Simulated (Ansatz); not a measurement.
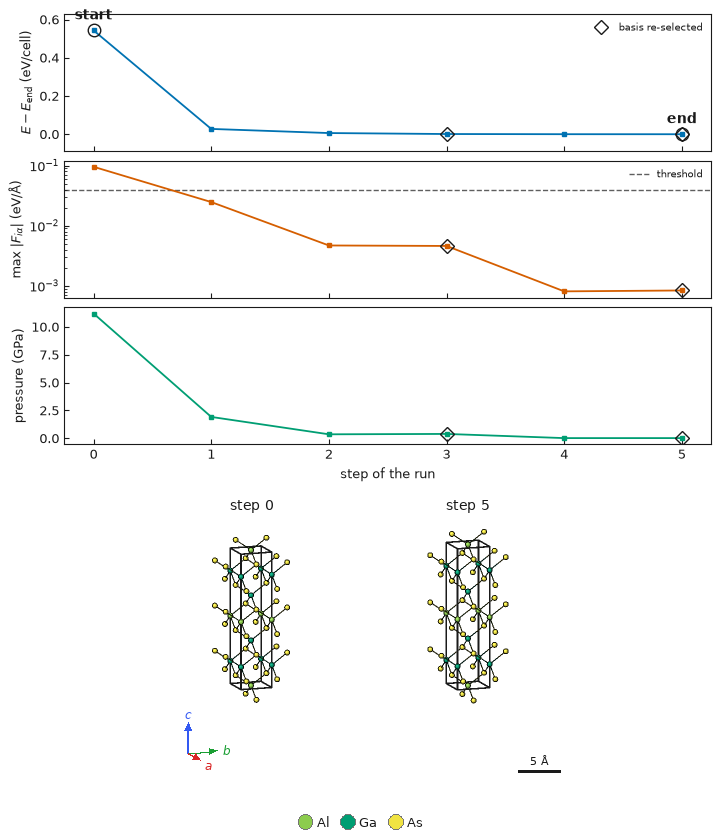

First and last geometry of a relaxation of solid AlGa2As3 (a generated structure, set up in I-4m2) (coarse preliminary run), with the history of the run. A ball-and-stick model of the conventional cell (2 times the calculation's cell), seen slightly off an axis. Lengths and directions refer to the drawn axes.

Computed with DFT PBE, scalar-relativistic, plane waves, PAW in Ansatz 0.2.0.

The input:
```yaml
crystal:
  lattice:
    - [-1.9421898, 1.9421898, 8.24001347]
    - [1.9421898, -1.9421898, 8.24001347]
    - [1.9421898, 1.9421898, -8.24001347]
  atoms:
    - { symbol: Al, position: [0.5, 0.5, 0.0] }
    - { symbol: Ga, position: [0.83333333, 0.83333333, 0.0] }
    - { symbol: Ga, position: [0.16666667, 0.16666667, 0.0] }
    - { symbol: As, position: [0.41666667, 0.91666667, 0.5] }
    - { symbol: As, position: [0.08333333, 0.58333333, 0.5] }
    - { symbol: As, position: [0.75, 0.25, 0.5] }
basis:
  ecutwfc: 420
kpoints:
  mp_grid: { grid: [6, 6, 6] }
hamiltonian:
  xc: pbe
scf:
  occupations: { method: gaussian, width: 0.1 }
  lower_state_search: "off"
output:
  forces: true
  stress: true
  eigenvalues: true
relax:
  adjacent_minimum: "off"
  f_tol: 0.04
  max_steps: 70
  cell: { stress_tol: 0.4 }
```

Command:
```bash
ansatz run input.yaml --threads 1 --pin off --max-ram 2560MiB --backend cpu --events-out ev --progress --plain --runs-dir out
```

What do the curves and the structures tell?

Answer. It converged. The largest moves relative to the cell, 0.010 Å, are those of As4 and As5. As5 goes along −c. By element the largest moves are As 0.010 Å, Ga 0.002 Å. Al stays in place. The drawn cell changes as follows: a = b 3.884 → 4.064 Å (+4.6 %), c 16.480 → 17.171 Å (+4.2 %); the volume changes by +14.0 %. Among the contacts that change: Ga2–As4 2.379 → 2.490 Å, Al1–As4 2.379 → 2.480 Å. The space group stays I-4m2 (No. 119). The energy falls by 0.543 eV per cell of the calculation in 3 accepted moves (5 points after the start). Largest force component: 0.096 eV/Å at the start, 0.00084 eV/Å at the end. Pressure: 11.20 GPa at the start and 0.02 GPa at the end. The SCF was repeated twice at an unchanged geometry on a basis and grid sized afresh for the cell, which shifted the energy by 5.1 meV per cell of the calculation at most.
